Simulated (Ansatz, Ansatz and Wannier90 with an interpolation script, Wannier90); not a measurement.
# BiOBr (P4/nmm): what limits a Wannier interpolation of GW, part 2 of 2

Wanted: errors and cost of interpolated bands of BiOBr (P4/nmm) under coarser or faulty settings.

Wannier90 4.0.3; maximally localised Wannier functions from the overlaps of LDA states (plane waves, PAW). Known limits of the many-body steps: not at the basis limit; no spin-orbit coupling; coarse k mesh.

So far. Step 2 (Wannier model on 8×8×4, by Wannier90): Near the gap the model misses directly solved bands by 0.6 meV r.m.s. and by 8 meV at most in the window tested. This tests the starting bands, not the corrections carried with them. Step 3 (Wannier model on 8×8×4, by the program's own minimiser): Near the gap the model misses directly solved bands by 0.6 meV r.m.s. and by 8 meV at most in the window tested. This tests the starting bands, not the corrections carried with them.

The database entry behind the starting cell differs from later determinations by our own check (0.1 to 0.3 % short, probably kX units), so it need not match the best structure at ambient conditions.

## Step 4: Wannier model on 4×4×2, by Wannier90

This step: maximally localised Wannier functions from the overlaps of LDA states (plane waves, PAW).

The input, w.win:

```
num_iter = 1200
conv_tol = 1.0e-8
conv_window = 5
dis_num_iter = 4000
dis_conv_tol = 1.0e-8
dis_mix_ratio = 0.7
write_hr = true
use_ws_distance = false
num_print_cycles = 50
! ansatz wannier90 interface
! projections by site (counted from 0) and shell: 0 6P, 1 6P, 2 4P, 3 4P, 4 2P, 5 2P
! states of the run's bands (counted from 1): 1-36
num_bands = 36
num_wann  = 18
dis_win_min = 1.91
dis_win_max = 15.33
dis_froz_min = 1.91
dis_froz_max = 12.33
guiding_centres = true

begin unit_cell_cart
Ang
                    3.916                      0.0                      0.0
                      0.0                    3.916                      0.0
                      0.0                      0.0                    8.077
end unit_cell_cart

begin atoms_frac
Bi                       0.0                      0.5                    0.154
Bi                       0.5                      0.0                    0.846
Br                       0.0                      0.5                    0.653
Br                       0.5                      0.0                    0.347
O                        0.0                      0.0                      0.0
O                        0.5                      0.5                      0.0
end atoms_frac

mp_grid = 4 4 2

[... the mesh's points ...]
```

On the command line:

```bash
> OMP_NUM_THREADS=1 mpirun -n 8 wannier90.x w > wannier90.x.log
```

Numbers of over 12 decimals in the logs are rounded to 6 here.

The program printed:

```text
[banner, memory and clock lines left out]
TEM
                                    ------

                              Lattice Vectors (Ang)
                    a_1     3.916000   0.000000   0.000000
                    a_2     0.000000   3.916000   0.000000
                    a_3     0.000000   0.000000   8.077000

                   Unit Cell Volume:     123.86125  (Ang^3)

                        Reciprocal-Space Vectors (Ang^-1)
                    b_1     1.604491   0.000000   0.000000
                    b_2     0.000000   1.604491   0.000000
                    b_3     0.000000   0.000000   0.777911

 *----------------------------------------------------------------------------*
 |   Site       Fractional Coordinate          Cartesian Coordinate (Ang)     |
 +----------------------------------------------------------------------------+
 | bi   1   0.00000   0.50000   0.15400   |    0.00000   1.95800   1.24386    |
 | bi   2   0.50000   0.00000   0.84600   |    1.95800   0.00000   6.83314    |
 | br   1   0.00000   0.50000   0.65300   |    0.00000   1.95800   5.27428    |
 | br   2   0.50000   0.00000   0.34700   |    1.95800   0.00000   2.80272    |
 | o    1   0.00000   0.00000   0.00000   |    0.00000   0.00000   0.00000    |
 | o    2   0.50000   0.50000   0.00000   |    1.95800   1.95800   0.00000    |
 *----------------------------------------------------------------------------*
                                ------------
                                K-POINT GRID
                                ------------

             Grid size =  4 x  4 x  2      Total points =   32

 *---------------------------------- MAIN ------------------------------------*
 |  Number of Wannier Functions               :                18             |
[...]
Sum of centres and spreads ( 17.622000, 17.622000, 48.462000 )    32.71171757

      1    -0.167E+00     0.6129904774       32.7117175704       0.01  <-- CONV
        O_D=      0.1068718 O_OD=      1.5250189 O_TOT=     32.7117176 <-- SPRD
 Delta: O_D=  0.2697492E-02 O_OD= -0.1695569E+00 O_TOT= -0.1668594E+00 <-- DLTA

             <<<     Delta < 1.000E-08  over  5 iterations     >>>
             <<< Wannierisation convergence criteria satisfied >>>

 Final State
[...]
WF centre and spread   17  (  1.958000,  1.958000,  0.065909 )     1.19898645
  WF centre and spread   18  (  1.958000,  1.958000, -0.065909 )     1.19898645
  Sum of centres and spreads ( 17.622000, 17.622000, 48.462000 )    32.61863397

         Spreads (Ang^2)       Omega I      =    31.079826891
        ================       Omega D      =     0.106246105
                               Omega OD     =     1.432560974
    Final Spread (Ang^2)       Omega Total  =    32.618633970

 Writing checkpoint file w.chk... done

 *---------------------------------------------------------------------------*
 |                               PLOTTING                                    |
 *---------------------------------------------------------------------------*

 *===========================================================================*
 |                             TIMING INFORMATION                            |
 *===========================================================================*
 |    Tag                                                Ncalls      Time (s)|
 |---------------------------------------------------------------------------|
 |kmesh: get                                        :         1         0.009|
 |overlap: read                                     :         1         0.147|
 |dis: main                                         :         1         0.013|
 |wann: main                                        :         1         0.033|
 |plot: main                                        :         1         0.036|
 *---------------------------------------------------------------------------*
 All done: wannier90 exiting
```

Elapsed: 0.93 s, on 8 MPI ranks of Arm Neoverse V2, shared host; 6.1 s of CPU time.

This step gave:

* gauge-invariant spread: 31.08 Å²
* diagonal spread: 0.1062 Å²
* off-diagonal spread: 1.433 Å²
* total spread: 32.62 Å²
* disentanglement steps: 3
* r.m.s. interpolation error: 0.008267 eV
* r.m.s. error near the gap: 0.009510 eV

Near the gap the model misses directly solved bands by 9.5 meV r.m.s. and by 74 meV at most in the window tested. This tests the starting bands, not the corrections carried with them.

Frozen up to 5.03 eV; above it the model need not follow the bands. The electronic bands at the labelled points (eV, zero at the valence-band top; v1 is the highest filled band, c1 the lowest empty one):

```
    point     v4     v3     v2     v1    c1    c2    c3    c4
        Γ  -1.06  -0.79  -0.79  -0.72  2.23  3.14  4.82  4.82
        X  -0.55  -0.55  -0.16  -0.16  4.22  4.22  4.75  4.75
        M  -1.07  -1.07  -0.80  -0.80  3.23  3.23  4.97  4.97
        Γ  -1.06  -0.79  -0.79  -0.72  2.23  3.14  4.82  4.82
        Z  -0.99  -0.47  -0.47  -0.17  2.04  2.32  4.64  4.64
        R  -0.56  -0.56  -0.12  -0.12  4.04  4.04  4.80  4.80
        A  -1.15  -1.15  -1.07  -1.07  3.93  3.93  5.20  5.20
        Z  -0.99  -0.47  -0.47  -0.17  2.04  2.32  4.64  4.64
jump to X  -0.55  -0.55  -0.16  -0.16  4.22  4.22  4.75  4.75
        R  -0.56  -0.56  -0.12  -0.12  4.04  4.04  4.80  4.80
jump to M  -1.07  -1.07  -0.80  -0.80  3.23  3.23  4.97  4.97
        A  -1.15  -1.15  -1.07  -1.07  3.93  3.93  5.20  5.20
```

The same for Kohn-Sham, solved directly:

```
point     v4     v3     v2     v1    c1    c2    c3    c4
    Γ  -1.06  -0.79  -0.79  -0.72  2.23  3.14  4.82  4.82
    X  -0.55  -0.55  -0.16  -0.16  4.22  4.22  4.75  4.75
    M  -1.07  -1.07  -0.80  -0.80  3.23  3.23  4.97  4.97
    Γ  -1.06  -0.79  -0.79  -0.72  2.23  3.14  4.82  4.82
    Z  -0.99  -0.47  -0.47  -0.17  2.04  2.32  4.64  4.64
    R  -0.56  -0.56  -0.12  -0.12  4.04  4.04  4.80  4.80
    A  -1.15  -1.15  -1.07  -1.07  3.93  3.93  5.20  5.20
    Z  -0.99  -0.47  -0.47  -0.17  2.04  2.32  4.64  4.64
    X  -0.55  -0.55  -0.16  -0.16  4.22  4.22  4.75  4.75
    R  -0.56  -0.56  -0.12  -0.12  4.04  4.04  4.80  4.80
    M  -1.07  -1.07  -0.80  -0.80  3.23  3.23  4.97  4.97
    A  -1.15  -1.15  -1.07  -1.07  3.93  3.93  5.20  5.20
```

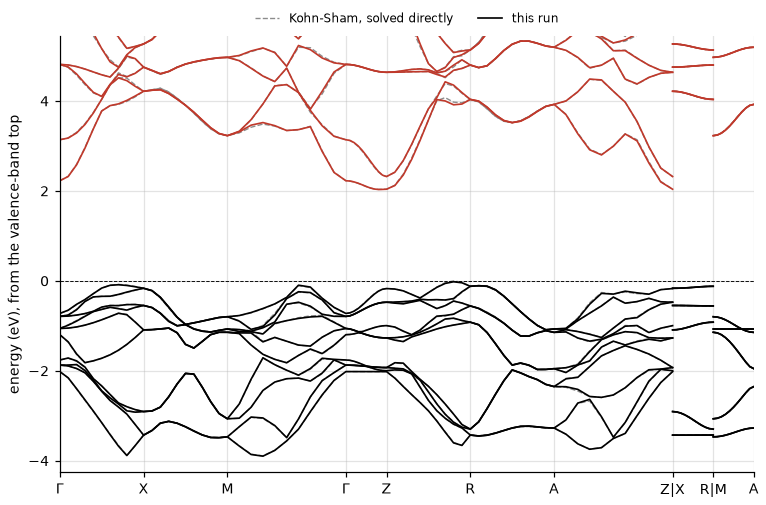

Electronic bands along the path; lines of filled and empty bands in two colours; dashed: Kohn-Sham, solved directly.

## Step 5: A faulty Wannier input

This step: maximally localised Wannier functions, LDA, plane waves, PAW.

The input, input.yaml:

```yaml
crystal:
  lattice:
    - [3.916, 0.0, 0.0]
    - [0.0, 3.916, 0.0]
    - [0.0, 0.0, 8.077]
  atoms:
    - { symbol: Bi, position: [0.0, 0.5, 0.154] }
    - { symbol: Bi, position: [0.5, 0.0, 0.846] }
    - { symbol: Br, position: [0.0, 0.5, 0.653] }
    - { symbol: Br, position: [0.5, 0.0, 0.347] }
    - { symbol: O, position: [0.0, 0.0, 0.0] }
    - { symbol: O, position: [0.5, 0.5, 0.0] }
kpoints:
  mp_grid: { grid: [4, 4, 2] }
hamiltonian:
  xc: lda
scf:
  occupations: { method: fixed }
  n_extra_bands: 65
output:
  wannier:
    kmesh: [4, 4, 2]
    projections:
      - { species: Bi, l: p, shell: 6 }
      - { species: Br, l: p, shell: 4 }
      - { species: O, l: p, shell: 2 }
    minimise: true
    write_hr: true
    seedname: w
    conv_tol: 1.0e-06
    max_iter: 3
    stability_check: false
    disentanglement:
      window: [1.91, 15.33]
      frozen_window: [1.91, 12.33]
      conv_tol: 1.0e-08
```

On the command line:

```bash
> ansatz run input.yaml --threads 8 --pin off --max-ram 18432MiB --backend cpu --events-out ev --progress --plain --runs-dir out
```

The program printed:

```text
Error: invalid value for `output.wannier.max_iter`: must be ≥ 5; got 3
```

Wall time 0.12 s (8 threads); peak memory 0.088 GiB.

The input was rejected at the start.

The program's message: “Error: invalid value for `output.wannier.max_iter`: must be ≥ 5; got 3”

The fault put into this input: too few iterations.

## Step 6: G0W0: 4×4×2 mesh, 516 empty bands, screening to 150 eV

Now the one-shot GW correction: screening in the RPA, then the self-energy of the levels asked for.

This step: G0W0 on LDA, plane waves, PAW.

input.yaml, the sections that differ from step 5:

```yaml
scf:
  occupations: { method: fixed }
gw:
  n_empty_bands: 516
  ecut_chi: 150.0
  qp_bands: [v12, c5]
  screening: { model: contour_deformation }
# crystal, kpoints, hamiltonian: as in step 5
# output: removed
```

The program printed:

```text
[...]
Crystal: 6 atoms, lattice volume = 123.861 Å³
Basis set: ecut = 420 eV, 2419 PW (Γ)
Bands: 34, of which v1, the nominal top of the filled ones, is band 28 counted from 1 (27 counted from 0)
Symmetry: 16 space group operations
[...]
k-points: 12 of 32
[...]
0    24      6.2362   -19.6350     2.7857   -16.1110  0.7400     5.4853     5.4980  root
[...]
11    30     11.2205   -11.9444    -3.8517   -16.3870  0.7888    11.8158    11.8113  root
    11    31     12.4909   -11.8282    -4.3089   -16.9324  0.7669    13.2970    13.2862  root
    11    32     12.4909   -11.8282    -4.3089   -16.9324  0.7669    13.2970    13.2862  root
    11    33     12.8916   -11.4933    -4.2215   -16.4924  0.7659    13.6797    13.6692  root
[key lines of the parts left out:]
SCF converged after 7 iterations
Free energy (F): -30671.888215 eV
Fermi energy:    7.174507 eV
```

It took 4.8 min on 8 threads; peak memory 3.8 GiB.

The G0W0 gap on the mesh is 3.197 eV.

## Step 7: G0W0: 4×4×2 mesh, 240 empty bands, screening to 90 eV

input.yaml: that of step 6 with these lines changed.

```diff
@@ -19,4 +19,4 @@
 gw:
-  n_empty_bands: 516
-  ecut_chi: 150.0
+  n_empty_bands: 240
+  ecut_chi: 90
   qp_bands: [v12, c5]
```

The program printed:

```text
[...]
Crystal: 6 atoms, lattice volume = 123.861 Å³
Basis set: ecut = 420 eV, 2419 PW (Γ)
Bands: 34, of which v1, the nominal top of the filled ones, is band 28 counted from 1 (27 counted from 0)
Symmetry: 16 space group operations
[...]
k-points: 12 of 32
[...]
0    24      6.2362   -19.6350     3.0045   -16.1110  0.7420     5.7108     5.7167  root
[...]
11    30     11.2205   -11.9444    -3.6268   -16.3870  0.7910    12.0453    12.0363  root
    11    31     12.4909   -11.8282    -4.0499   -16.9324  0.7692    13.5651    13.5452  root
    11    32     12.4909   -11.8282    -4.0499   -16.9324  0.7692    13.5651    13.5452  root
    11    33     12.8916   -11.4933    -3.9965   -16.4924  0.7681    13.9126    13.8942  root
[key lines of the parts left out:]
SCF converged after 7 iterations
Free energy (F): -30671.888215 eV
Fermi energy:    7.174507 eV
```

Run time: 49 s. Hardware: 8 threads; peak memory 1.4 GiB; 6.1 min of CPU time.

The G0W0 gap on the mesh is 3.061 eV.

## Step 8: G0W0: 4×4×2 mesh, 516 empty bands, screening to 150 eV, plasmon pole

input.yaml: that of step 7 with these lines changed.

```diff
@@ -19,5 +19,5 @@
 gw:
-  n_empty_bands: 240
-  ecut_chi: 90
+  n_empty_bands: 516
+  ecut_chi: 150.0
   qp_bands: [v12, c5]
-  screening: { model: contour_deformation }
+  screening: { model: godby_needs }
```

The program printed:

```text
[...]
Crystal: 6 atoms, lattice volume = 123.861 Å³
Basis set: ecut = 420 eV, 2419 PW (Γ)
Bands: 34, of which v1, the nominal top of the filled ones, is band 28 counted from 1 (27 counted from 0)
Symmetry: 16 space group operations
[...]
k-points: 12 of 32
[...]
0    24      6.2362   -19.6350     2.7524   -16.1110  0.7873     5.4612     5.4646  root
[...]
11    30     11.2205   -11.9444    -3.7714   -16.3870  0.8107    11.8940    11.8917  root
    11    31     12.4909   -11.8282    -4.1765   -16.9324  0.7963    13.4262    13.4186  root
    11    32     12.4909   -11.8282    -4.1765   -16.9324  0.7963    13.4262    13.4186  root
    11    33     12.8916   -11.4933    -4.1104   -16.4924  0.7931    13.7825    13.7804  root
[key lines of the parts left out:]
SCF converged after 7 iterations
Free energy (F): -30671.888215 eV
Fermi energy:    7.174507 eV
```

Wall time 7.7 min (8 threads); peak memory 3.8 GiB.

The G0W0 gap on the mesh is 3.178 eV.

## Step 9: Interpolated results

Times are wall times on 8 threads of Arm Neoverse V2, shared host, good to a factor of about two.

```
GW mesh  empty bands  cutoff (eV)            frequency  gap on mesh (eV)  gap over zone (eV)  direct gap (eV)  valence width (eV)  GW time
  4×4×2          516          150  contour deformation             3.197               3.016            3.428               5.107  4.8 min
  4×4×2          240           90  contour deformation             3.061               2.875            3.309               5.256     49 s
  4×4×2          516          150         plasmon pole             3.178               2.985            3.467               5.378  7.7 min
```

## Step 10: What came out

| Quantity | Value |
| --- | --- |
| 4×4×2 mesh, 516 empty bands, screening to 150 eV | 3.02 eV |
| 4×4×2 mesh, 240 empty bands, screening to 90 eV | 2.88 eV |
| 4×4×2 mesh, 516 empty bands, screening to 150 eV, plasmon pole | 2.98 eV |

What this shows: The largest change, −0.14 eV in the gap over the zone, comes with 4×4×2 mesh, 240 empty bands, screening to 90 eV. The first run is a reference, not a converged one, and where a row moves several settings no single cause can be named. The program's own minimiser ends at the same spread as the first model, 35.3 Å², from the same trial orbitals; this need not be the lowest minimum. Coarser Wannier mesh (4×4×2): the miss near the gap goes from under 1 (the model on 8×8×4) to 10 meV and the total spread from 35.3 to 32.6 Å². With 4×4×2 mesh, 240 empty bands, screening to 90 eV the gap over the zone moves by −0.14 eV and that on the mesh by −0.14 eV. With 4×4×2 mesh, 516 empty bands, screening to 150 eV, plasmon pole the gap over the zone moves by −0.03 eV and that on the mesh by −0.02 eV. Gaps over the zone and on the mesh differ where an edge lies off the mesh, or where a GW run starts from another density: the starting gap over the zone is 2.039 eV, on the GW meshes it is 2.159 eV. The 4×4×2 mesh is coarse for this cell (its supercell is 16 Å along the shortest edge). The RPA ε∞ on it, from the LDA start, is 5.58 and 7.55; such meshes misread the long-range screening, most where the gap is narrow. Where an edge is built on 6p states of lead, bismuth or thallium, scalar-relativistic gaps usually stand too wide, by a few tenths to over one eV. The many-body steps are scalar-relativistic: spin-orbit coupling is not in them.

[Paths, hosts, dates, memory and timing lines, banners, echoed tables and standing remarks are left out of the program output.]

[Logs are printed without paths, hosts, clocks, repeated set-up lines and the standing remarks that a program may print on its own settings, such as how far it seeks lower states.]

[Runs of the session that timed out or met a known fault of the program may be left out.]

[Hosts, paths, dates, database ids (printed as entryN), source tags and the programs' standing remarks are cut or masked in the printed files.]
